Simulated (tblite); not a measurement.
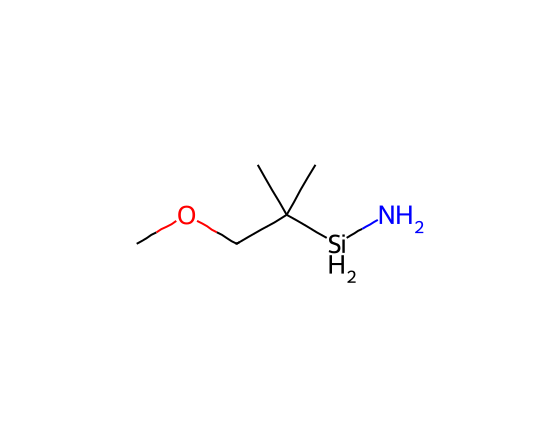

Source: calculation with tblite.

Give its SMILES.

Answer. COCC(C)(C)[SiH2]N

What is the molecular formula?

Answer. C5H15NOSi.

An optimisation with GFN2-xTB gave a structure of which point group?

Answer. C1. Other conformers may differ.
